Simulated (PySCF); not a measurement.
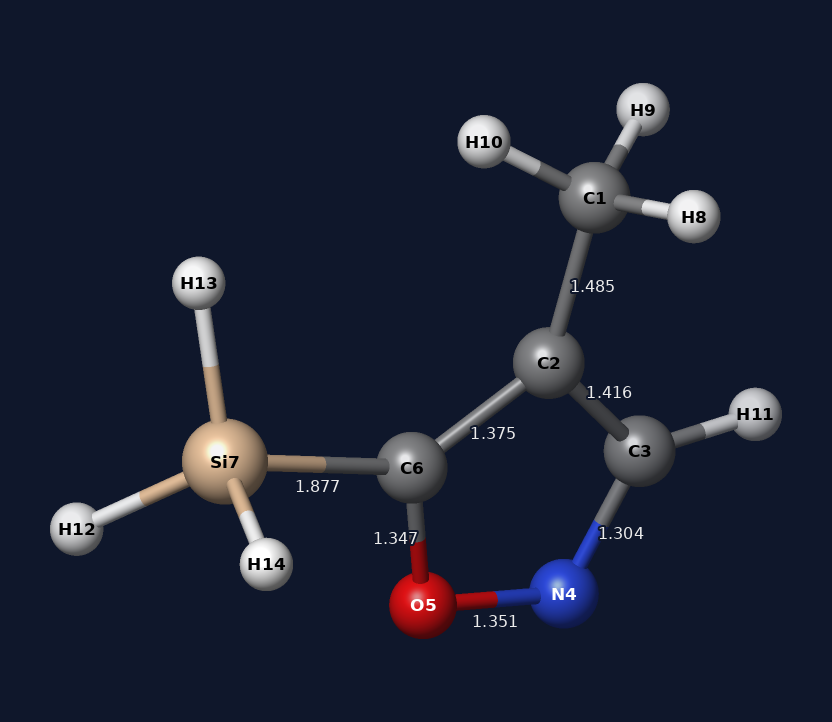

The numbers beside the sticks are distances in Å. Sticks don't show bond order. The computed structure is the end point of a GFN2-xTB optimisation. No frequency run is at hand to confirm it as a minimum.

Which of the marked bonds are single, double, triple or aromatic?

C1–C2 single; C2–C3 aromatic; C2–C6 aromatic; C3–N4 aromatic; N4–O5 aromatic; O5–C6 aromatic; C6–Si7 single.

Give the structure as SMILES.

Cc1cnoc1[SiH3]
